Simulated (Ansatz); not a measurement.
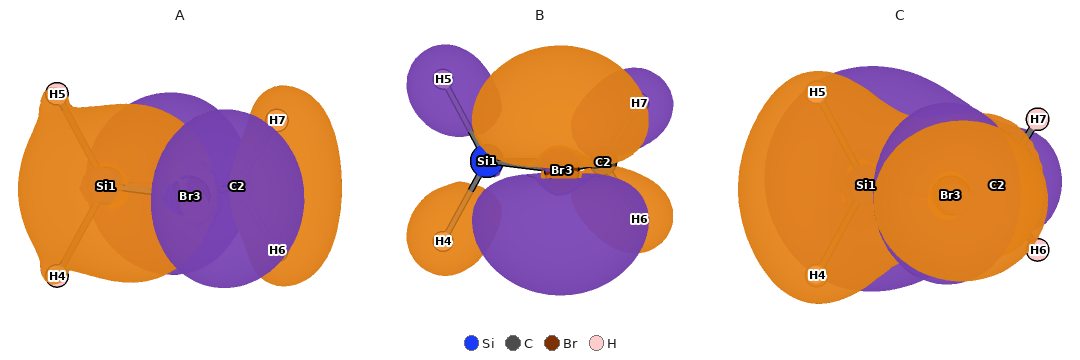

The picture shows: CH₄BrSi (charge +1). Three frontier orbitals at ±0.08 Å⁻³ᐟ² (orange and purple are the two phases), in no order.

Geometry: PBE0-D4/def2-TZVP.

All numbers below come from Ansatz, RKS PBE0-D4/def2-TZVPP.

Input file:

```
crystal:
  periodic: [false, false, false]
  atoms:
    - {symbol: Si, position_ang: [-0.358719, 0.190421, -0.371514]}
    - {symbol: C, position_ang: [0.904925, -1.127580, -0.168526]}
    - {symbol: Br, position_ang: [1.103009, 0.089665, 1.442875]}
    - {symbol: H, position_ang: [-1.729915, -0.078928, 0.079638]}
    - {symbol: H, position_ang: [-0.031025, 1.350930, -1.209453]}
    - {symbol: H, position_ang: [0.628353, -2.110691, 0.201301]}
    - {symbol: H, position_ang: [1.840988, -1.090120, -0.718188]}
basis:
  gaussian: {orbitals: def2-TZVPP}
total_charge: 1
hamiltonian: {xc: pbe0, dispersion: d4}
output: {orbitals: {seedname: orbitals}}
```

Launched as:

```sh
ansatz run in.yaml --threads 2 --pin off --events-out ev --progress --plain --max-ram 4352MiB
```

Q: Which picture is the HOMO−1, the HOMO and the LUMO?

A: A is the HOMO−1 (−15.15 eV). Its weight (Hirshfeld) is mainly on Br3 (about 40 %), C2 (about 25 %) and Si1 (about 25 %). B is the HOMO (−14.60 eV). By Hirshfeld shares it lies mainly on Br3 (about 80 %); largely a lone pair of Br3. C is the LUMO (−7.01 eV). It lies mainly on Si1 (about 50 %), Br3 (about 30 %) and C2 (about 15 %).

Q: What is the HOMO–LUMO gap?

A: 7.59 eV between the orbital energies.
